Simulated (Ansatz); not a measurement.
# BAs (zincblende type): Wannier runs under varied settings

Which of these Wannier inputs for BAs (zincblende type) end well? Each is run as it stands.

Program: Ansatz 0.2.0. Level of theory: plane waves, PAW; the settings change from run to run, as each input shows. These are calculated values, not measurements.

1 further run of the same task is left out (it didn't finish).

## 1. The starting structure

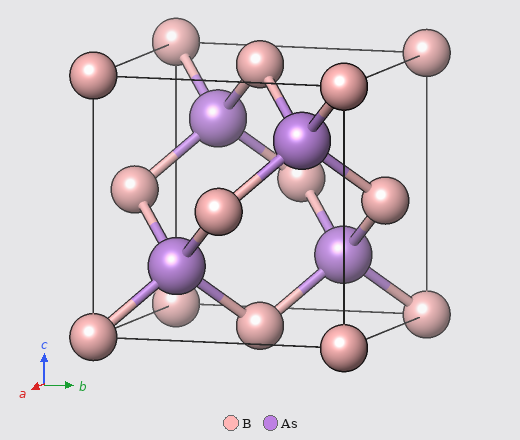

Start, viewed slightly off an axis; boron pink, arsenic purple. Atoms on the faces are drawn again on the opposite ones. The cell drawn here is the conventional one.

Coordinates:

```
CELL_PARAMETERS angstrom
0.00000 2.39187 2.39187
2.39187 0.00000 2.39187
2.39187 2.39187 0.00000
ATOMIC_POSITIONS crystal
B 0.00000 0.00000 0.00000
As 0.25000 0.25000 0.25000
```

The cell was relaxed beforehand with r2SCAN; those runs aren't shown.

## 2. Run 1

input.yaml

```yaml
crystal:
  lattice:
    - [0.0, 2.3918676038, 2.3918676038]
    - [2.3918676038, 0.0, 2.3918676038]
    - [2.3918676038, 2.3918676038, 0.0]
  atoms:
    - { symbol: B, position: [0.0, 0.0, 0.0] }
    - { symbol: As, position: [0.25, 0.25, 0.25] }
kpoints:
  mp_grid: { grid: [8, 8, 8] }
  band_path:
    path:
      - [[0.0, 0.0, 0.0], [-0.5, -0.5, -7.735616162633e-34], [-0.375, -0.375, 0.25]]
      - [[-0.375, -3.538141307563e-17, 0.375], [0.0, 0.0, 0.0], [-9.499709264219e-18, -9.499709264219e-18, 0.5], [-0.5, -0.25, 0.25], [-0.5, -0.5, -7.735616162633e-34]]
    npoints: 10
hamiltonian:
  xc: r2scan
scf:
  occupations: { method: fixed }
  n_extra_bands: 6
output:
  forces: false
  stress: false
  eigenvalues: true
  wannier:
    kmesh: [6, 6, 6]
    projections: [{ species: B, l: s, shell: 2 }, { species: As, l: p, shell: 4 }]
    minimise: true
    write_hr: true
    conv_tol: 1.0e-08
    max_iter: 3000
    disentanglement: { window: [0.97, 24.36], frozen_window: [3.97, 13.16] }
```

Run with:

```bash
> ansatz run input.yaml --threads 4 --pin off --max-ram 3686MiB --backend cpu --events-out ev --progress --plain --runs-dir out
```

What it wrote:

```text
Warning: RAYON_NUM_THREADS=4 ignored (pool sized by the plan → 4); use --threads N
scf.n_extra_bands = 6 over 9 filled bands (N_el = 18.0): the run solves 15 bands
Engine: ansatz 0.2.0, aarch64-unknown-linux-gnu
Pseudopotentials: kind: paw
Pseudopotential: B, paw, valence charge 3, recommended cutoff 500 eV (meta_gga), B.paw.azcp
Pseudopotential: As, paw, valence charge 15, recommended cutoff 500 eV (meta_gga), As.paw.azcp
Functional definition: r2SCAN
  parameter k0 = 0.174
  parameter k1 = 0.065
  parameter a1 = 4.9479
  exchange = r2scan_x(k0 = k0, k1 = k1, a1 = a1)
  correlation = r2scan_c
Crystal: 2 atoms, lattice volume = 27.368 Å³
Basis set: ecut = 500 eV, 725 PW (Γ), exchange–correlation on 100×100×100 points (64 copies of the dense FFT grid, shifted against one another)
Bands: 15, of which v1, the nominal top of the filled ones, is band 9 counted from 1 (8 counted from 0)
Symmetry: 24 space group operations
Space group: F-43m (ITA 216), of the structure as read, at distance tolerance 3.0e-5 Å
k-points: 29 of 512 (time reversal used)
Non-local potential: B, projectors of the file, l = 0: 2, l = 1: 2, l = 2: 1
Non-local potential: As, projectors of the file, l = 0: 2, l = 1: 2, l = 2: 3, l = 3: 1
PAW form: soft (Blöchl's): semilocal exchange-correlation on the pseudo side does not see the compensation charge
PAW frozen core: B, regenerated for the run's functional (the file was generated under x = pbe(κ = 0.804, μ = 0.2195149727645171), c = pbe(β = 0.06672455060314922))
PAW frozen core: As, regenerated for the run's functional (the file was generated under x = pbe(κ = 0.804, μ = 0.2195149727645171), c = pbe(β = 0.06672455060314922))
PAW one-centre angular grid: B, 302 points (default); XC on 160 Gauss nodes
PAW one-centre angular grid: As, 590 points (default); XC on 160 Gauss nodes
Initial density: superposition of atomic densities (neutral atoms: chi_scale 0, normalization atom), corrected by the library's trained network
Initial wavefunctions: pseudopotential atomic-orbital guess
Functional: x = r2scan, c = r2scan; τ floored in thin density (d = 2e-4 eV/Å³)
SCF iter   1: F=—  HF=-5021.315253 eV  |F-HF|=—  |Δ(HF+E_count)|=         —  Δρ=5.90e-3  dr2=1.05e-2  dr2_τ=9.43e-2  ethr=1.77e-3  ⟨swp⟩=4.1  Hψ=2045  notcnv=0  defer=95
preconditioner: auto → none  [insulator: Δε(μ)=1.355 eV  Ē_g=15.499 eV  n_scr=8 (ndim 8)  ℏωp=20.1 eV  f_vac=0.001  ε∞_Penn≈2.7]
SCF iter   2: F=—  HF=-5021.339448 eV  |F-HF|=—  |Δ(HF+E_count)|=   2.42e-2  Δρ=2.42e-3  dr2=8.57e-4  dr2_τ=1.15e-4  ethr=5.85e-5  ⟨swp⟩=2.2  Hψ=997  notcnv=0  defer=110
SCF iter   3: F=—  HF=-5021.339529 eV  |F-HF|=—  |Δ(HF+E_count)|=   8.12e-5  Δρ=1.30e-3  dr2=2.09e-4  dr2_τ=3.15e-6  ethr=4.76e-6  ⟨swp⟩=3.0  Hψ=710  notcnv=0  defer=110
SCF iter   4: F=—  HF=-5021.339591 eV  |F-HF|=—  |Δ(HF+E_count)|=   6.23e-5  Δρ=1.46e-4  dr2=2.82e-6  dr2_τ=1.23e-7  ethr=1.16e-6  ⟨swp⟩=1.9  Hψ=424  notcnv=0  defer=102
SCF iter   5: F=—  HF=-5021.339592 eV  |F-HF|=—  |Δ(HF+E_count)|=   4.96e-7  Δρ=2.16e-5  dr2=5.81e-8  dr2_τ=2.40e-9  ethr=1.57e-8  ⟨swp⟩=2.0  Hψ=454  notcnv=0  defer=51
SCF iter   6: F=-5021.339592 eV  HF=-5021.339592 eV  |F-HF|=1.43e-9  |Δ(HF+E_count)|=  6.82e-10  Δρ=7.23e-6  dr2=9.34e-9  dr2_τ=2.95e-10  ethr=3.23e-10  ⟨swp⟩=6.2  Hψ=2110  notcnv=0
SCF 1 converged in 6 iterations: F = -5021.339592 eV  dr2 = 9.34e-9
NSCF: frozen V_eff on 62 k-points
NSCF: frozen V_eff on 19 k-points
the Wannier pass solved 19 of the 216 points of its mesh, and has the states at the others by symmetry: states obtained by the crystal's operations at points that were solved too leave a residual of 3.67e-13 eV (read by the count's bands and the next), within 6.67e-6 eV
NSCF: frozen V_eff on 19 k-points
the Wannier pass solved 19 of the 216 points of its mesh, and has the states at the others by symmetry: states obtained by the crystal's operations at points that were solved too leave a residual of 2.51e-13 eV (read by the count's bands and the next), within 6.67e-6 eV
SCF converged after 6 iterations
Free energy (F): -5021.339592 eV
Harris-Foulkes:  -5021.339592 eV  (|F-HF|=1.43e-9)
Internal energy: -5021.339592 eV  (E = F + TS)
E sigma→0 (E₀):  -5021.339592 eV
Fermi energy:    10.970704 eV
--- Per-component energies (eV) ---
  E_band       = -223.650037
  E_kinetic    = 151.427061
  E_local      = -1698.063880  (includes V_loc(G=0)·N_el)
  E_nonlocal   = -657.631617
  E_hartree    = 942.516045
  E_xc         = -105.606383
  E_vxc        = -125.552771  (∫ρ·V_xc dr)
  E_paw        = -1929.159750  (= ΣΔE_a)
  E_vpaw       = 214.890171  (= ΣTr[D̂ρ^β])
  E_aug_tail   = -0.000007  (compensation charges beyond the density's cutoff)
  E_vtau       = 6.247230  (kinetic-family band-sum trace: ∫τ·v_τ [+ j·A + Jᵃ·Aᵃ] dr)
  E_ewald      = -1723.345211
  E_core_change = -1.475850  (= ΣΔE_core)
  E_smearing   = -0.000000  (= −TS)
  E_closure    = 0.000000  (closes the sum)
  Σ components = -5021.339592   (vs F -5021.339592, Δ=0.00e0)
--- Band table (eV; the first three rows and the last of 29) ---
  k-point 0: bands = ["-25.6417", "-25.6417", "-25.6417", "-25.6131", "-25.6131", "-5.1537", "10.9707", "10.9707", "10.9707", "14.4074", "14.4074", "14.4074", "16.0336", "21.3442", "24.5797"]
  k-point 1: bands = ["-25.6412", "-25.6404", "-25.6404", "-25.6131", "-25.6131", "-4.8854", "8.9033", "10.5048", "10.5048", "14.6165", "15.0228", "15.0228", "17.3533", "22.3012", "23.2257"]
  k-point 2: bands = ["-25.6399", "-25.6376", "-25.6376", "-25.6125", "-25.6125", "-4.1039", "5.7894", "9.7512", "9.7512", "14.2996", "15.8784", "15.8784", "19.4747", "22.8321", "22.8321"]
  k-point 28: bands = ["-25.6382", "-25.6335", "-25.6243", "-25.6162", "-25.6097", "-0.5493", "2.3855", "5.2604", "5.5604", "16.6710", "17.4103", "18.1587", "18.3558", "24.1426", "27.3947"]
Error: a combination of the trial orbitals is all but absent from the optimal subspace at ik = 21: its weight there is 8.9e-16 of the largest combination's or less, which the computation cannot tell from zero, so that the projections give no starting gauge (the trial orbitals are those of output.wannier.projections, and ik = 21 is k-point 22 of the .win and .amn files); move output.wannier.disentanglement.frozen_window, whose bands are always kept in the subspace
```

Run time: 2.7 s. Hardware: 4 threads of Arm Neoverse V1, shared host; peak memory 0.35 GiB.

Diagnosis: It ended in an error. Some combination of the trial orbitals has almost no weight, at one k point, in the states chosen from the window. Cure: choose trial orbitals that match the bands, or move the windows as the message advises.

## 3. Run 2

Changes to input.yaml since step 2:

```diff
@@ -16,6 +16,6 @@
 hamiltonian:
-  xc: r2scan
+  xc: pbe
 scf:
   occupations: { method: fixed }
-  n_extra_bands: 6
+  n_extra_bands: 7
 output:
@@ -26,3 +26,3 @@
     kmesh: [6, 6, 6]
-    projections: [{ species: B, l: s, shell: 2 }, { species: As, l: p, shell: 4 }]
+    projections: [{ species: B, l: f }]
     minimise: true
@@ -30,3 +30,3 @@
     conv_tol: 1.0e-08
-    max_iter: 3000
-    disentanglement: { window: [0.97, 24.36], frozen_window: [3.97, 13.16] }
+    max_iter: 1000
+    disentanglement: { window: [-14.94, 28.26], frozen_window: [3.06, 13.76] }
```

Run with:

```bash
> ansatz run input.yaml --threads 4 --pin off --max-ram 3686MiB --backend cpu --events-out ev --progress --plain --runs-dir out
```

What it wrote:

```text
Error: inconsistent input (output.wannier.projections): the file of B doesn't list 4f, and it can't be added: PBE doesn't bind the shell 4f of the free atom, whose level lies at +1.10 eV. Type an atom or ion with it (hamiltonian.pseudopotentials.projection_atoms), take another file or name another shell
```

It took 0.06 s on 4 threads of Arm Neoverse V1, shared host; peak memory 0.071 GiB.

Diagnosis: The program refused the input. F orbitals are asked of an element that binds none here. Fix: project on valence shells.

## 4. How the runs ended

```tsv
run	settings	ended	fault	time
1	r2SCAN, 4 functions, 6×6×6, window 0.97 to 24.36 eV, frozen 3.97 to 13.16 eV	stopped by an error	some combination of the trial orbitals has almost no weight, at one k point, in the states chosen from the window	2.7 s
2	PBE, 7 functions, 6×6×6, window -14.94 to 28.26 eV, frozen 3.06 to 13.76 eV	refused	f orbitals are asked of an element that binds none here	0.06 s
```

**Reading.** 1 stopped by an error, 1 refused. No run passed without a fault or warning, so no result is quoted.
